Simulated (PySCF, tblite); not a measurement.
**C₇H₈O: a rotation path, then NMR shifts on frames**

Aim: move C₇H₈O (`C=C(C)C1=CC(=O)C1`) away from its starting geometry and see how NMR shifts follow the geometry.

Programs: tblite 0.8.0 and PySCF 2.14.0, with density-fitted response routines of our own. Each step states its level of theory. These are calculated values for one molecule in the gas phase, unless marked as measured. Atoms count from 0, in the outputs and in this text.

### 1 The starting structure

16 atoms, charge 0, multiplicity 1; geometry from: GFN2-xTB.

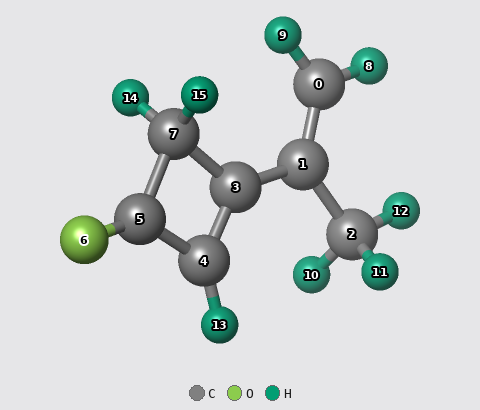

As it starts; carbon grey, oxygen green, hydrogen teal, atoms numbered; sticks join atoms by distance.

### 2 The rotation path with GFN2-xTB

Job settings and geometry (Å):

```
{"job": {"kind": "neb", "xc": "GFN2-xTB", "basis": "xTB", "atoms": [2, 1, 3, 7], "turn": 180}, "charge": 0, "multiplicity": 1}
C     -1.245800     1.258816     1.010653
C     -0.936491     0.304632     0.127688
C     -1.962282    -0.375062    -0.729276
C      0.427683    -0.119279    -0.040295
C      1.047405    -1.033466    -0.828552
C      2.365421    -0.714866    -0.273304
O      3.493744    -1.085897    -0.432669
C      1.703648     0.338573     0.644344
H     -2.259871     1.590883     1.152472
H     -0.493135     1.733418     1.616204
H     -1.955505    -1.447063    -0.539051
H     -1.729401    -0.222229    -1.781853
H     -2.956235     0.013924    -0.526361
H      0.712546    -1.729208    -1.575716
H      1.775330     0.128523     1.710198
H      2.005344     1.367245     0.454106
```

With the program's defaults for keys left out, this is: GFN2-xTB climbing-image nudged elastic band, gas phase.

The run is started by

```
$ OMP_NUM_THREADS=1 python probes_run.py task.json out
```

This one command runs all jobs of the session in turn.

Standard output:

```text
image   E - E0 / eV
  0      -0.0000
  1       0.0420
  2       0.1248
  3       0.2026
  4       0.2342
  5       0.1996
  6       0.1235
  7       0.0596
  8       0.0352
```

Wall time 6.6 s (1 thread of Intel Xeon at 2.50GHz, shared host); peak memory 0.18 GiB.

The final band, with the dihedral C2–C1–C3–C7:

```
image  dihedral (°)  energy (eV)  energy (kcal/mol)
    0          -180        0.000                0.0
    1          -158        0.042                1.0
    2          -137        0.125                2.9
    3          -114        0.203                4.7
    4           -92        0.234                5.4
    5           -69        0.200                4.6
    6           -46        0.124                2.8
    7           -23        0.060                1.4
    8             0        0.035                0.8
```

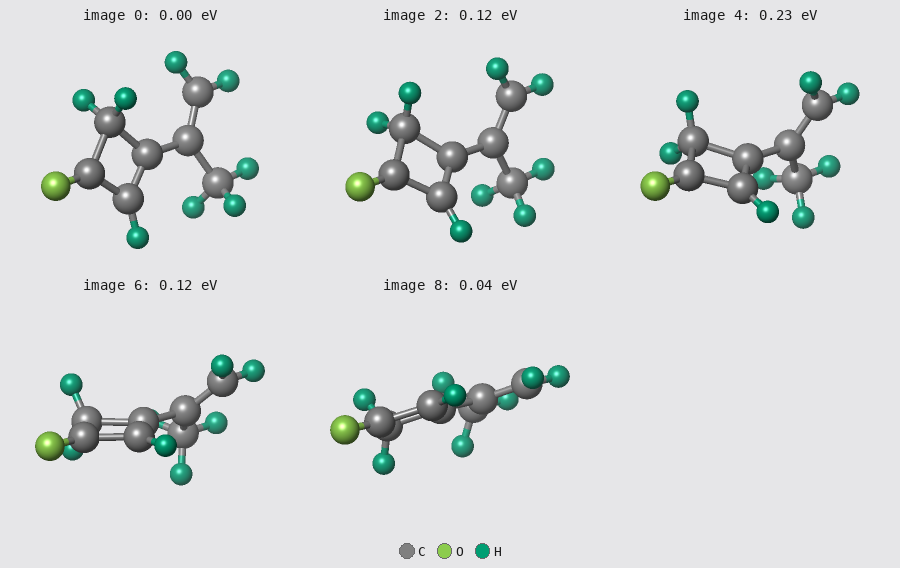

Images along the band.

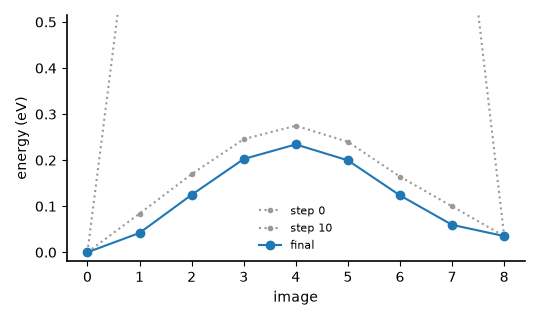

Energy along the band, early and final.

### 3 Nuclear shieldings: image 0, PBE0/pcSseg-1

Job settings and geometry (Å):

```
{"job": {"kind": "nmr", "xc": "PBE0", "basis": "pcSseg-1", "pop": false}, "charge": 0, "multiplicity": 1}
C     -1.245800     1.258800     1.010700
C     -0.936500     0.304600     0.127700
C     -1.962300    -0.375100    -0.729300
C      0.427700    -0.119300    -0.040300
C      1.047400    -1.033500    -0.828600
C      2.365400    -0.714900    -0.273300
O      3.493700    -1.085900    -0.432700
C      1.703600     0.338600     0.644300
H     -2.259900     1.590900     1.152500
H     -0.493100     1.733400     1.616200
H     -1.955500    -1.447100    -0.539100
H     -1.729400    -0.222200    -1.781900
H     -2.956200     0.013900    -0.526400
H      0.712500    -1.729200    -1.575700
H      1.775300     0.128500     1.710200
H      2.005300     1.367200     0.454100
```

Method: GIAO PBE0/pcSseg-1 NMR shielding, non-relativistic, gas phase.

Standard output:

```text
coarse grid: 13648 points
cycle   1  E = -346.0855320419  dE =  1.353e+00  |g| = 7.767e-01  |ddm| = 3.833e+00
cycle   2  E = -345.7145390569  dE =  3.710e-01  |g| = 1.578e+00  |ddm| = 2.703e+00
cycle   3  E = -346.2026541470  dE = -4.881e-01  |g| = 1.976e-01  |ddm| = 2.098e+00
cycle   4  E = -346.2119039975  dE = -9.250e-03  |g| = 5.389e-02  |ddm| = 2.501e-01
cycle   5  E = -346.2124936657  dE = -5.897e-04  |g| = 2.414e-02  |ddm| = 7.505e-02
cycle   6  E = -346.2126271101  dE = -1.334e-04  |g| = 5.849e-03  |ddm| = 2.450e-02
cycle   7  E = -346.2126348462  dE = -7.736e-06  |g| = 1.729e-03  |ddm| = 6.351e-03
final grid: 132640 points
cycle   8  E = -346.2716684952  dE = -1.786e-05  |g| = 1.391e-02  |ddm| = 4.513e-02
cycle   9  E = -346.2715548175  dE =  1.137e-04  |g| = 2.793e-02  |ddm| = 3.779e-02
cycle  10  E = -346.2717072168  dE = -1.524e-04  |g| = 2.504e-03  |ddm| = 2.693e-02
cycle  11  E = -346.2717085699  dE = -1.353e-06  |g| = 2.336e-04  |ddm| = 1.944e-03
cycle  12  E = -346.2717085761  dE = -6.191e-09  |g| = 1.659e-04  |ddm| = 3.585e-04
cycle  13  E = -346.2717085828  dE = -6.726e-09  |g| = 3.644e-05  |ddm| = 1.871e-04
cycle  14  E = -346.2717085831  dE = -3.232e-10  |g| = 1.050e-05  |ddm| = 5.034e-05
converged SCF energy = -346.2717085831

GIAO shielding tensors (ppm)
atom      isotropic    diamagn.    paramagn.     s11        s22        s33       span
  0 C       52.933     254.214    -201.281    -47.247     55.662    150.382    197.629
  1 C       40.609     259.976    -219.368    -73.941     30.297    165.469    239.410
  2 C      164.867     246.013     -81.146    153.157    155.101    186.343     33.186
  3 C        8.658     257.708    -249.050   -119.124     -5.926    151.025    270.149
  4 C       48.185     250.856    -202.671    -28.041     48.780    123.815    151.856
  5 C       -1.231     257.525    -258.756    -95.011     -7.487     98.805    193.816
  6 O     -268.298     394.049    -662.347   -808.135   -325.054    328.294   1136.428
  7 C      136.491     249.574    -113.083    108.889    145.375    155.209     46.320
  8 H       25.702      30.200      -4.498     23.071     24.820     29.216      6.145
  9 H       25.955      32.252      -6.296     23.356     24.578     29.932      6.576
 10 H       29.411      29.368       0.043     25.666     27.955     34.611      8.945
 11 H       29.408      29.360       0.048     25.665     27.947     34.611      8.946
 12 H       29.621      28.825       0.796     25.582     28.524     34.756      9.174
 13 H       25.599      33.155      -7.556     23.949     24.791     28.056      4.107
 14 H       28.510      29.710      -1.200     25.739     27.783     32.008      6.269
 15 H       28.511      29.711      -1.200     25.739     27.786     32.008      6.270
```

Wall time 72 s (1 thread of Intel Xeon at 2.50GHz, shared host); peak memory 0.79 GiB.

Shifts follow as δ = σ(reference) − σ, with reference shieldings (ppm) from runs at the same level and on the same kind of geometry: ¹H TMS 31.72, ¹³C TMS 186.9, ¹⁷O H2O 336.1. The references are single molecules in the gas phase, so shifts against H2O, NH3, PH3, H3PO4 or CFCl3 are not on the usual liquid scales and can be off by tens of ppm. Each atom is listed at this fixed geometry, with no averaging over motion; a spectrum would average atoms that exchange fast.

```
atoms                                environment  σ (ppm)  δ (ppm)
   C5                     ketone carbonyl carbon     -1.2    188.2
   C3                 β carbon of a C=C–C=O unit      8.7    178.3
   C1            fully substituted alkene carbon     40.6    146.3
   C4                 α carbon of a C=C–C=O unit     48.2    138.7
   C0                       terminal =CH2 carbon     52.9    134.0
   C7                    sp3 CH2 α to a carbonyl    136.5     50.4
   C2                      allylic methyl carbon    164.9     22.1
  H13  hydrogen on an α carbon of a C=C–C=O unit    25.60     6.12
   H8         hydrogen on a terminal =CH2 carbon    25.70     6.01
   H9         hydrogen on a terminal =CH2 carbon    25.96     5.76
  H14     hydrogen on an sp3 CH2 α to a carbonyl    28.51     3.21
  H15     hydrogen on an sp3 CH2 α to a carbonyl    28.51     3.21
  H11       hydrogen on an allylic methyl carbon    29.41     2.31
  H10       hydrogen on an allylic methyl carbon    29.41     2.31
  H12       hydrogen on an allylic methyl carbon    29.62     2.10
   O6                              ketone oxygen   -268.3    604.4
```

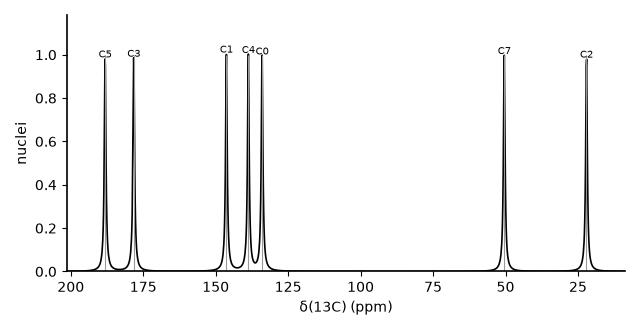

¹³C lines at the computed shifts, without couplings. Lines are broadened to a width of 0.66 ppm (Lorentzian).

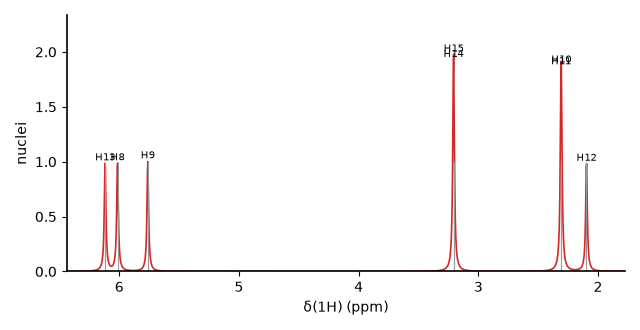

¹H lines at the computed shifts, without couplings. Lines are broadened to a width of 0.02 ppm (Lorentzian).

Ring of atoms C3, C4, C5, C7: NICS(0) 5.3, NICS(1) -2.6, NICS(1)zz 0.8 ppm (means of both faces).

The fields below are evaluated on a grid from the run's orbitals.

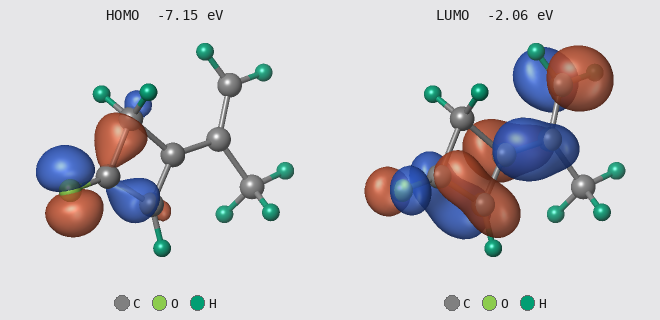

PBE0/pcSseg-1 orbitals near the gap, drawn at the value that encloses 70 % of each; the two colours are the two signs.

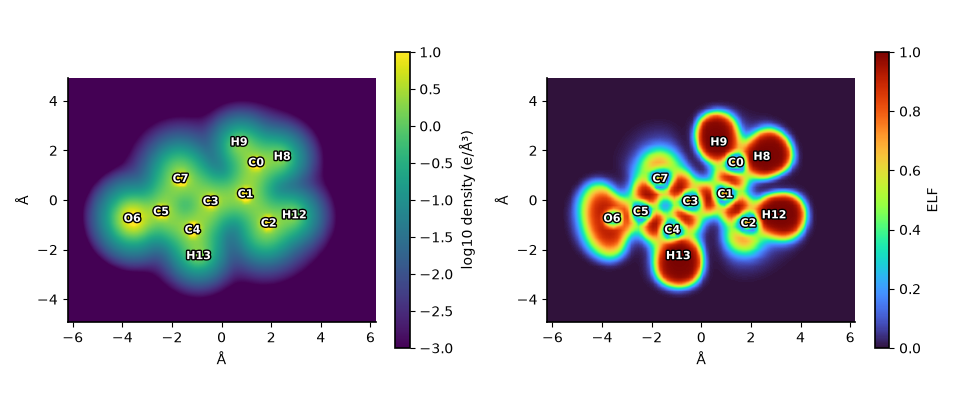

Density (left) and ELF (right) in a plane through or near 12 of the atoms.

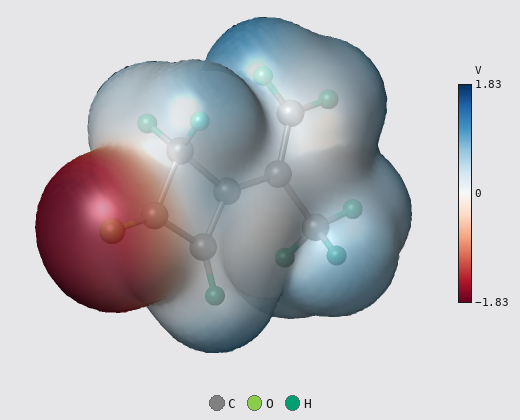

Electrostatic potential on the surface of density 0.002 e/bohr³; red is low, blue high. It runs from -1.83 V near O6 to 1.12 V near H8.

### 4 NMR shieldings: image 2, PBE0/pcSseg-1

Job settings and geometry (Å):

```
{"job": {"kind": "nmr", "xc": "PBE0", "basis": "pcSseg-1", "pop": false}, "charge": 0, "multiplicity": 1}
C     -1.198800     1.522200     0.656900
C     -0.935800     0.356300     0.070000
C     -1.996600    -0.574700    -0.436800
C      0.438900    -0.068800    -0.111300
C      1.157700    -0.624000    -1.114400
C      2.386800    -0.644700    -0.314200
O      3.519400    -1.007100    -0.458200
C      1.608000    -0.004800     0.857600
H     -2.205000     1.881300     0.786600
H     -0.407200     2.177500     0.978200
H     -1.932500    -1.528200     0.086300
H     -1.850900    -0.770300    -1.497200
H     -2.987900    -0.158500    -0.280300
H      0.940600    -0.906500    -2.128200
H      1.523300    -0.632400     1.744200
H      1.932400     0.991600     1.149400
```

Level: GIAO PBE0/pcSseg-1 NMR shielding, non-relativistic, gas phase.

Standard output:

```text
coarse grid: 13648 points
cycle   1  E = -346.0760045310  dE =  1.353e+00  |g| = 7.825e-01  |ddm| = 3.786e+00
cycle   2  E = -345.6956142436  dE =  3.804e-01  |g| = 1.596e+00  |ddm| = 2.547e+00
cycle   3  E = -346.1944560683  dE = -4.988e-01  |g| = 2.016e-01  |ddm| = 1.980e+00
cycle   4  E = -346.2041388683  dE = -9.683e-03  |g| = 5.475e-02  |ddm| = 2.502e-01
cycle   5  E = -346.2047275860  dE = -5.887e-04  |g| = 2.617e-02  |ddm| = 7.503e-02
cycle   6  E = -346.2048850710  dE = -1.575e-04  |g| = 6.170e-03  |ddm| = 2.664e-02
cycle   7  E = -346.2048936431  dE = -8.572e-06  |g| = 1.806e-03  |ddm| = 6.301e-03
final grid: 132640 points
cycle   8  E = -346.2648149873  dE = -1.591e-05  |g| = 1.420e-02  |ddm| = 4.604e-02
cycle   9  E = -346.2646975910  dE =  1.174e-04  |g| = 2.839e-02  |ddm| = 3.706e-02
cycle  10  E = -346.2648553558  dE = -1.578e-04  |g| = 2.689e-03  |ddm| = 2.612e-02
cycle  11  E = -346.2648569163  dE = -1.561e-06  |g| = 2.810e-04  |ddm| = 2.065e-03
cycle  12  E = -346.2648569252  dE = -8.848e-09  |g| = 2.016e-04  |ddm| = 4.210e-04
cycle  13  E = -346.2648569353  dE = -1.017e-08  |g| = 3.743e-05  |ddm| = 2.220e-04
cycle  14  E = -346.2648569357  dE = -3.329e-10  |g| = 1.080e-05  |ddm| = 5.312e-05
converged SCF energy = -346.2648569357

GIAO shielding tensors (ppm)
atom      isotropic    diamagn.    paramagn.     s11        s22        s33       span
  0 C       61.449     252.832    -191.383    -42.777     69.437    157.686    200.463
  1 C       37.740     259.294    -221.554    -78.114     35.270    156.063    234.176
  2 C      162.067     245.344     -83.277    146.874    154.501    184.827     37.953
  3 C        3.017     256.181    -253.164   -127.272    -14.095    150.418    277.690
  4 C       48.446     250.898    -202.452    -33.063     53.042    125.360    158.424
  5 C       -1.351     257.773    -259.124    -94.490     -7.537     97.974    192.464
  6 O     -265.398     394.204    -659.602   -800.506   -322.482    326.793   1127.299
  7 C      131.959     249.818    -117.859     97.458    142.172    156.248     58.790
  8 H       25.916      30.287      -4.371     22.773     25.556     29.419      6.646
  9 H       26.214      32.045      -5.831     23.276     25.080     30.287      7.012
 10 H       29.602      28.888       0.713     25.979     27.902     34.924      8.945
 11 H       29.372      29.191       0.181     25.465     28.209     34.442      8.978
 12 H       29.649      28.887       0.762     25.882     28.293     34.770      8.889
 13 H       25.757      33.057      -7.300     24.061     25.032     28.177      4.115
 14 H       28.529      29.777      -1.248     26.148     27.540     31.900      5.751
 15 H       28.274      29.924      -1.651     25.310     28.183     31.328      6.018
```

Wall time 55 s (1 thread of Intel Xeon at 2.50GHz, shared host); peak memory 0.84 GiB.

This run: δ C5 188.3, C3 183.9, C1 149.2, C4 138.5, H13 5.96, H8 5.80 ppm.

[end of part 1 of 2]
